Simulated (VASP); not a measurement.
```
CELL_PARAMETERS angstrom
     -1.47571     1.47571     1.47571
      1.47571    -1.47571     1.47571
      1.47571     1.47571    -1.47571
ATOMIC_POSITIONS crystal
  V  0.00000 0.00000 0.00000
```

Level of theory: PBE GGA with D3 dispersion (Becke-Johnson damping), VASP's PBE PAW potentials (set 64) (plane waves; VASP 6.6.1). Numerical set-up: 520 eV cut-off, 19×19×19 Γ-centred mesh, tetrahedra with Blöchl corrections, potentials V_sv.

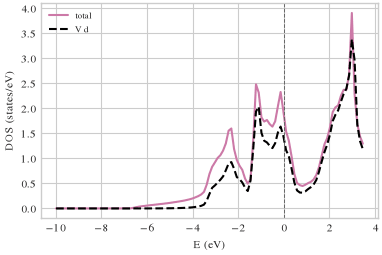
Figure: Total and projected density of states, zero at the Fermi level

Within 2 eV below the Fermi level the largest weight inside VASP's projection spheres is V d.

It has no gap at this level: it comes out as a metal or semimetal.

The compound is V in the bcc structure. It was relaxed first, which changed the volume by -8 %. The run is not spin-polarised, so no magnetic state was tried.
